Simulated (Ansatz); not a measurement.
## YCrB4 (Pbam): a many-body input that goes wrong, and its mend

Aim: the G0W0 gap of YCrB4 (Pbam). The first input has a fault.

Method: G0W0 on LDA, plane waves, PAW, in Ansatz 0.2.0.

**1. The starting structure**

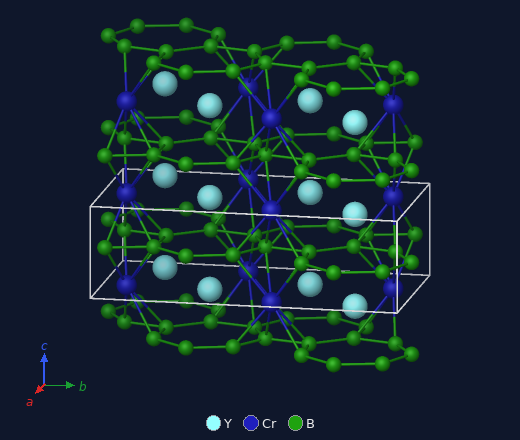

Start, viewed slightly off an axis; yttrium light teal, chromium blue, boron green. 1×1×2 cells are drawn. Some periodic images of atoms are drawn too.

As a file:

```cif
data_structure
_symmetry_space_group_name_H-M 'Pbam'
_symmetry_Int_Tables_number 55
_cell_length_a 5.9720
_cell_length_b 11.4600
_cell_length_c 3.4610
_cell_angle_alpha 90.000
_cell_angle_beta 90.000
_cell_angle_gamma 90.000
_cell_volume 236.87
loop_
_atom_site_label
_atom_site_type_symbol
_atom_site_symmetry_multiplicity
_atom_site_Wyckoff_symbol
_atom_site_fract_x
_atom_site_fract_y
_atom_site_fract_z
_atom_site_occupancy
Y1 Y 4 g 0.12412 0.15037 0.00000 1
Cr1 Cr 4 g 0.12013 0.42178 0.00000 1
B1 B 4 h 0.27888 0.31667 0.50000 1
B2 B 4 h 0.47560 0.19123 0.50000 1
B3 B 4 h 0.38769 0.04654 0.50000 1
B4 B 4 h 0.36116 0.46746 0.50000 1
```

Geometry: measured cell, ions relaxed with LDA. The runs that relaxed it are not among those shown. The default PAW set here is soft_2. Its files were made with PBE.

**2. First try**

Input file input.yaml:

```yaml
crystal:
  lattice:
    - [5.972, 0.0, 0.0]
    - [0.0, 11.46, 0.0]
    - [0.0, 0.0, 3.461]
  atoms:
    - { symbol: "Y", position: [0.1241200582, 0.1503666462, 0.0] }
    - { symbol: "Y", position: [0.8758799418, 0.8496333538, 0.0] }
    - { symbol: "Y", position: [0.6241200582, 0.3496333538, 0.0] }
    - { symbol: "Y", position: [0.3758799418, 0.6503666462, 0.0] }
    - { symbol: Cr, position: [0.1201299701, 0.4217788391, 0.0] }
    - { symbol: Cr, position: [0.8798700299, 0.5782211609, 0.0] }
    - { symbol: Cr, position: [0.6201299701, 0.0782211609, 0.0] }
    - { symbol: Cr, position: [0.3798700299, 0.9217788391, 0.0] }
    - { symbol: B, position: [0.2788787008, 0.3166664432, 0.5] }
    - { symbol: B, position: [0.7211212992, 0.6833335568, 0.5] }
    - { symbol: B, position: [0.7788787008, 0.1833335568, 0.5] }
    - { symbol: B, position: [0.2211212992, 0.8166664432, 0.5] }
    - { symbol: B, position: [0.4755978654, 0.19122572, 0.5] }
    - { symbol: B, position: [0.5244021346, 0.80877428, 0.5] }
    - { symbol: B, position: [0.9755978654, 0.30877428, 0.5] }
    - { symbol: B, position: [0.0244021346, 0.69122572, 0.5] }
    - { symbol: B, position: [0.3876900757, 0.0465439879, 0.5] }
    - { symbol: B, position: [0.6123099243, 0.9534560121, 0.5] }
    - { symbol: B, position: [0.8876900757, 0.4534560121, 0.5] }
    - { symbol: B, position: [0.1123099243, 0.5465439879, 0.5] }
    - { symbol: B, position: [0.3611603249, 0.4674623973, 0.5] }
    - { symbol: B, position: [0.6388396751, 0.5325376027, 0.5] }
    - { symbol: B, position: [0.8611603249, 0.0325376027, 0.5] }
    - { symbol: B, position: [0.1388396751, 0.9674623973, 0.5] }
kpoints:
  mp_grid: { grid: [1, 1, 1] }
hamiltonian:
  xc: lda
scf:
  occupations: { method: fixed }
gw:
  n_empty_bands: 384
  ecut_chi: 80
  qp_bands: [v4, c4]
  qp_kpoints: band_edges
  screening: { model: contour_deformation }
```

Command:

```
$ ansatz run input.yaml --threads 24 --pin off --max-ram 82944MiB --backend cuda --events-out ev --progress --plain --runs-dir out --devices 1 --max-vram 78GiB
```

Numbers of over 12 decimals in the logs are rounded to 6 here.

The program printed:

```text
GPUs: using 1 of 1 available (devices: 1).
Engine: ansatz 0.2.0, aarch64-unknown-linux-gnu
Pseudopotentials: kind: paw
Pseudopotential: Y, paw, valence charge 11, recommended cutoff 420 eV (normal), Y.paw.azcp
Pseudopotential: Cr, paw, valence charge 14, recommended cutoff 420 eV (normal), Cr.paw.azcp
Pseudopotential: B, paw, valence charge 3, recommended cutoff 420 eV (normal), B.paw.azcp
Functional definition: SPW92
  exchange = slater_x
  correlation = pw_c
device memory: the entry about to start is reckoned to put 1.7 GiB on a device that reports 182.5 GiB free (of which the cap on the GPU budget leaves the run 78.0 GiB)
GPU FFT provider: cuFFT
GPU libraries: cuBLAS 13.8.1, cuFFT 12.4.0, cuSOLVER 12.3.2
GPU matrix products: emulated (plane waves: as basis.precision tells), large ones in fixed point in workspaces of 1.00 GiB
Crystal: 24 atoms, lattice volume = 236.868 Å³
Basis set: ecut = 420 eV, 4603 PW (Γ)
Bands: 98, of which v1, the nominal top of the filled ones, is band 74 counted from 1 (73 counted from 0)
Symmetry: 8 space group operations
Space group: Pbam (ITA 55), of the structure as read, at distance tolerance 6.2e-5 Å
k-points: 1
Non-local potential: Y, projectors of the file, l = 0: 3, l = 1: 2, l = 2: 2, l = 3: 1
Non-local potential: Cr, projectors of the file, l = 0: 3, l = 1: 2, l = 2: 3, l = 3: 1
Non-local potential: B, projectors of the file, l = 0: 2, l = 1: 2, l = 2: 1
PAW form: soft (Blöchl's): semilocal exchange-correlation on the pseudo side does not see the compensation charge
PAW frozen core: Y, regenerated for the run's functional, and the local potential with it (the file was generated under x = pbe(κ = 0.804, μ = 0.219515), c = pbe(β = 0.066725))
PAW frozen core: Cr, regenerated for the run's functional, and the local potential with it (the file was generated under x = pbe(κ = 0.804, μ = 0.219515), c = pbe(β = 0.066725))
PAW frozen core: B, regenerated for the run's functional, and the local potential with it (the file was generated under x = pbe(κ = 0.804, μ = 0.219515), c = pbe(β = 0.066725))
PAW one-centre angular grid: Y, 590 points (default); XC on 64 Gauss nodes
PAW one-centre angular grid: Cr, 590 points (default); XC on 64 Gauss nodes
PAW one-centre angular grid: B, 110 points (default); XC on 64 Gauss nodes
Initial density: superposition of atomic densities (neutral atoms: chi_scale 0, normalization atom), corrected by the library's trained network
Initial wavefunctions: pseudopotential atomic-orbital guess
GPU buffer pool allocated for 76800 grid points (all kernels)
GPU transforms: local potential and band sums: pruned to the plane-wave sphere, on 40×80×24
Functional: x = slater, c = lda
SCF iter   1: F=—  HF=-30679.600904 eV  |F-HF|=—  |Δ(HF+E_count)|=         —  Δρ=4.39e-2  dr2=8.46e0  ethr=1.77e-3  ⟨swp⟩=4.0  Hψ=317  notcnv=0  defer=16
preconditioner: auto → Resta (q_TF=auto, 2.523 Å⁻¹)  ε∞=6.2  [insulator: Δε(μ)=1.161 eV  Ē_g=10.987 eV  n_scr=70 (ndim 8)  ℏωp=25.1 eV  f_vac=0.000  ε∞_Penn≈6.2]
SCF iter   2: F=—  HF=-30679.954034 eV  |F-HF|=—  |Δ(HF+E_count)|=   3.53e-1  Δρ=6.86e-2  dr2=1.55e1  ethr=1.77e-3  ⟨swp⟩=3.0  Hψ=192  notcnv=0  defer=20
SCF iter   3: F=—  HF=-30678.602785 eV  |F-HF|=—  |Δ(HF+E_count)|=    1.35e0  Δρ=1.80e-2  dr2=9.65e-1  ethr=1.77e-3  ⟨swp⟩=2.0  Hψ=146  notcnv=0  defer=17
SCF iter   4: F=—  HF=-30678.346681 eV  |F-HF|=—  |Δ(HF+E_count)|=   2.56e-1  Δρ=4.29e-3  dr2=5.14e-2  ethr=6.52e-4  ⟨swp⟩=2.0  Hψ=124  notcnv=0  defer=18
SCF iter   5: F=—  HF=-30678.340690 eV  |F-HF|=—  |Δ(HF+E_count)|=   5.99e-3  Δρ=4.28e-3  dr2=5.55e-2  ethr=3.47e-5  ⟨swp⟩=3.0  Hψ=156  notcnv=0  defer=22
SCF iter   6: F=—  HF=-30678.335423 eV  |F-HF|=—  |Δ(HF+E_count)|=   5.27e-3  Δρ=4.42e-4  dr2=4.55e-4  ethr=3.47e-5  ⟨swp⟩=2.0  Hψ=109  notcnv=0  defer=22
SCF iter   7: F=—  HF=-30678.335384 eV  |F-HF|=—  |Δ(HF+E_count)|=   3.96e-5  Δρ=1.44e-4  dr2=7.13e-5  ethr=3.08e-7  ⟨swp⟩=2.0  Hψ=107  notcnv=0  defer=18
SCF iter   8: F=—  HF=-30678.335378 eV  |F-HF|=—  |Δ(HF+E_count)|=   5.27e-6  Δρ=3.60e-5  dr2=4.21e-6  ethr=4.82e-8  ⟨swp⟩=1.0  Hψ=98  notcnv=0  defer=16
SCF iter   9: F=-30678.335378 eV  HF=-30678.335378 eV  |F-HF|=6.16e-8  |Δ(HF+E_count)|=   3.81e-7  Δρ=5.23e-6  dr2=7.87e-8  ethr=6.76e-11  ⟨swp⟩=12.0  Hψ=473  notcnv=0
SCF 1 converged in 9 iterations: F = -30678.335378 eV  dr2 = 7.87e-8
[...]
device memory: the entry about to start is reckoned to put 2.1 GiB on a device that reports 182.4 GiB free (of which the cap on the GPU budget leaves the run 78.0 GiB)
NSCF: frozen V_eff on 1 k-points
[...]
device memory: the entry about to start is reckoned to put 1.8 GiB on a device that reports 182.5 GiB free (of which the cap on the GPU budget leaves the run 78.0 GiB)
NSCF: frozen V_eff on 1 k-points
G₀W₀ screening: q 1/1
G₀W₀ self-energy: k 1/1
device memory: the entry about to start is reckoned to put 1.4 GiB on a device that reports 182.3 GiB free (of which the cap on the GPU budget leaves the run 78.0 GiB)
NSCF: frozen V_eff on 1 k-points
device memory: the entry about to start is reckoned to put 1.4 GiB on a device that reports 182.3 GiB free (of which the cap on the GPU budget leaves the run 78.0 GiB)
NSCF: frozen V_eff on 1 k-points
device memory: the entry about to start is reckoned to put 1.4 GiB on a device that reports 182.3 GiB free (of which the cap on the GPU budget leaves the run 78.0 GiB)
NSCF: frozen V_eff on 1 k-points
device memory: the entry about to start is reckoned to put 1.4 GiB on a device that reports 182.3 GiB free (of which the cap on the GPU budget leaves the run 78.0 GiB)
NSCF: frozen V_eff on 1 k-points
device memory: the entry about to start is reckoned to put 1.4 GiB on a device that reports 182.3 GiB free (of which the cap on the GPU budget leaves the run 78.0 GiB)
NSCF: frozen V_eff on 1 k-points
device memory: the entry about to start is reckoned to put 1.4 GiB on a device that reports 182.3 GiB free (of which the cap on the GPU budget leaves the run 78.0 GiB)
NSCF: frozen V_eff on 1 k-points
device memory: the entry about to start is reckoned to put 1.4 GiB on a device that reports 182.3 GiB free (of which the cap on the GPU budget leaves the run 78.0 GiB)
NSCF: frozen V_eff on 1 k-points
device memory: the entry about to start is reckoned to put 1.4 GiB on a device that reports 182.3 GiB free (of which the cap on the GPU budget leaves the run 78.0 GiB)
NSCF: frozen V_eff on 1 k-points
device memory: the entry about to start is reckoned to put 1.4 GiB on a device that reports 182.3 GiB free (of which the cap on the GPU budget leaves the run 78.0 GiB)
NSCF: frozen V_eff on 1 k-points
SCF converged after 9 iterations
Free energy (F): -30678.335378 eV
Harris-Foulkes:  -30678.335378 eV  (|F-HF|=6.16e-8)
Internal energy: -30678.335378 eV  (E = F + TS)
E sigma→0 (E₀):  -30678.335378 eV
Fermi energy:    13.437069 eV
--- Per-component energies (eV) ---
  E_band       = -780.257851
  E_kinetic    = 3422.299343
  E_local      = -9527.352728  (includes V_loc(G=0)·N_el)
  E_nonlocal   = 737.884696
  E_hartree    = 3985.511815
  E_xc         = -1770.935412
  E_vxc        = -2137.952515  (∫ρ·V_xc dr)
  E_paw        = -16627.172774  (= ΣΔE_a)
  E_vpaw       = -1246.189371  (= ΣTr[D̂ρ^β])
  E_aug_tail   = 0.001375  (compensation charges beyond the density's cutoff)
  E_ewald      = -10902.083883
  E_core_change = 3.512191  (= ΣΔE_core)
  E_smearing   = -0.000000  (= −TS)
  E_closure    = 0.000000  (closes the sum)
  Σ components = -30678.335378   (vs F -30678.335378, Δ=0.00e0)
--- Band table (eV) ---
  k-point 0: bands = [... 70 lower, 12.5682, 13.2082, 13.4122, 13.4371, 14.4475, 14.6452, 14.7474, 14.8270, ... 20 higher]
--- G₀W₀: contour deformation, 7 samples at zero and on the imaginary axis and 1 off it, 1 q-point, 384 empty bands' worth ---
  eigenvalues of the whole cell's RPA ε∞ on this k-mesh (on a slab, of 1 + 4πα/V) = 20.7507, 34.4714, 35.9181; static W/v taken at q = 0 is 0.035460
  gw.qp_kpoints: band_edges: 1 of 1 stored k-point solved, in 1 pass; an edge of the gap read off the rows below is read off those points alone
    ik  band        ε_KS         Σx   Σc(E_QP)       V_xc       Z   E_QP_lin       E_QP  E_QP is
     0    71     12.5682   -19.9216     1.7182   -18.9037  0.6762    13.2328    13.2685  root
     0    72     13.2082   -19.6925     0.9183   -19.4697  0.7105    13.8967    13.9037  root
     0    73     13.4122   -18.0696     0.7198   -17.9685  0.7292    14.0271    14.0309  root
     0    74     13.4371   -21.4511     0.8446   -21.4797  0.7114    14.3049    14.3103  root
     0    75     14.4475   -14.9398    -4.1812   -20.0546  0.7187    15.4004    15.3810  root
     0    76     14.6452   -17.8566    -4.0964   -23.0780  0.6973    15.8001    15.7702  root
     0    77     14.7474   -12.1090    -4.8932   -17.8513  0.7377    15.6119    15.5966  root
     0    78     14.8270   -16.8153    -4.1787   -22.0484  0.7055    15.9076    15.8815  root
```

It took 1.8 s on 1 × NVIDIA GB200 (shared by 2 runs) with 24 threads of Arm Neoverse V2, shared host; peak memory 1.6 GiB.

In the SCF lines HF is the Harris–Foulkes energy and dr2 the Hartree energy of the density residual, in eV; the loop may stop once dr2 is under the threshold and the program's other checks hold. Hψ counts applications of the Hamiltonian.

**What went wrong?**

The run ended normally, though the input holds a fault or crude settings.

The fault: G0W0 on a mesh far too coarse. So few points can't sample the density or the screening, and the band edges may lie elsewhere in the zone.

It printed a gap of 1.07 eV, which is an artefact of the settings.

**3. A better input**

Now the one-shot GW correction: screening in the RPA, then the self-energy of the levels asked for.

input.yaml: that of step 2 with these lines changed.

```diff
@@ -31,3 +31,3 @@
 kpoints:
-  mp_grid: { grid: [1, 1, 1] }
+  mp_grid: { grid: [2, 2, 4] }
 hamiltonian:
@@ -37,4 +37,4 @@
 gw:
-  n_empty_bands: 384
-  ecut_chi: 80
+  n_empty_bands: 459
+  ecut_chi: 90
   qp_bands: [v4, c4]
```

The program printed:

```text
GPUs: using 1 of 1 available (devices: 1).
[...]
Crystal: 24 atoms, lattice volume = 236.868 Å³
Basis set: ecut = 420 eV, 4603 PW (Γ)
Bands: 98, of which v1, the nominal top of the filled ones, is band 74 counted from 1 (73 counted from 0)
[... 1 set-up line as in the run before ...]
[...]
k-points: 12 of 16
[...]
SCF iter   1: F=—  HF=-30687.655765 eV  |F-HF|=—  |Δ(HF+E_count)|=         —  Δρ=9.68e-3  dr2=2.00e-1  ethr=1.77e-3  ⟨swp⟩=3.5  Hψ=3703  notcnv=0  defer=224
[...]
SCF iter   8: F=-30687.602030 eV  HF=-30687.602030 eV  |F-HF|=2.83e-8  |Δ(HF+E_count)|=   5.45e-8  Δρ=3.45e-6  dr2=3.28e-8  ethr=6.76e-11  ⟨swp⟩=10.7  Hψ=4888  notcnv=0
SCF 1 converged in 8 iterations: F = -30687.602030 eV  dr2 = 3.28e-8
[...]
NSCF: frozen V_eff on 12 k-points
[...]
SCF converged after 8 iterations
[...]
4    78     14.3284   -18.0843    -4.9230   -24.0639  0.6619    15.3977    15.3850  root
     5    71     12.5136   -21.0178     1.5259   -20.2115  0.6842    13.2178    13.2332  root
     5    72     12.5136   -21.0178     1.5259   -20.2115  0.6842    13.2178    13.2332  root
     5    73     13.0076   -25.0197     1.4856   -24.5185  0.6271    13.9583    13.9920  root
     5    74     13.0076   -25.0197     1.4856   -24.5185  0.6271    13.9583    13.9920  root
     5    75     13.7120   -20.9538    -3.9012   -26.0211  0.6360    14.8818    14.8781  root
     5    76     13.7120   -20.9538    -3.9012   -26.0211  0.6360    14.8818    14.8781  root
     5    77     14.2429   -17.7369    -5.2106   -24.0119  0.6562    15.3217    15.3072  root
[...]
11    75     13.7400   -21.0115    -3.9552   -26.1439  0.6342    14.9112    14.9171  root
    11    76     13.7400   -21.0115    -3.9552   -26.1439  0.6342    14.9112    14.9171  root
    11    77     14.6287   -17.8450    -5.5646   -24.4767  0.6340    15.6631    15.6956  root
    11    78     14.6287   -17.8450    -5.5646   -24.4767  0.6340    15.6631    15.6956  root
```

It took 9.6 s on 1 × NVIDIA GB200 (shared by 2 runs) with 24 threads; peak memory 2.5 GiB; 30 s of CPU time.

This step gave:

```yaml
bands_summed: 533
rpa_eps_infinity_on_this_mesh_eigenvalues: 40.63, 41.89, 47.02
plane_waves_in_the_screening_matrix: 457
q_points_in_the_mesh: 16
g0w0_gap_on_the_mesh: 0.3214 eV
k_of_the_valence_top: -0.5, -0.5, 0
k_of_the_conduction_bottom: 0, 0, 0.25
starting_gap_on_the_mesh: 0.2907 eV
z_at_the_valence_top: 0.6724
z_at_the_conduction_bottom: 0.6848
least_direct_g0w0_gap_on_the_computed_points: 0.4237 eV
```

The gap on the mesh goes from 0.29 eV to 0.32 eV, a correction of +0.03 eV. Between the two edge states, bare exchange in place of the xc potential would open the gap by 4.04 eV, and correlation takes back 4.01 eV.

**4. What came out**

```
first try  : converged after 1.8 s
better run : G0W0 gap on the mesh 0.32 eV (2×2×4 mesh, 459 empty bands, screening to 90 eV)
```

**Reading.** The second run differs in: mesh, empty bands and screening cutoff (eV). Bands and cutoff are finite, so the gap is not at the basis limit. The miss can reach some tenths of an eV and take either sign; the mesh is an error of its own. The 2×2×4 mesh is coarse for this cell (its supercell is 12 Å along the shortest edge). The RPA ε∞ on it, from the LDA start, is 40.63, 41.89 and 47.02; such meshes misread the long-range screening, most where the gap is narrow. The RPA ε∞ on this mesh reaches over 25; with a narrow direct gap a coarse mesh can overstate it, and the correction is then too small. The runs have no spin polarisation. For a closed low-spin shell that is the natural state; where a d or f shell is open it is a constraint, and the gap is then not the crystal's own. With d states at the gap, one-shot GW leans hard on its start. The many-body steps are scalar-relativistic: spin-orbit coupling is not in them.

[Paths, hosts, dates, memory and timing lines, banners, echoed tables and standing remarks are left out of the program output.]

[Logs are printed without paths, hosts, clocks, repeated set-up lines and the standing remarks that a program may print on its own settings, such as how far it seeks lower states.]

[Runs of the session that timed out or met a known fault of the program may be left out.]

[Cells called generated may have been cut or substituted from an entry of the Crystallography Open Database or the Materials Project.]

[Hosts, paths, dates, database ids (printed as entryN), source tags and the programs' standing remarks are cut or masked in the printed files.]
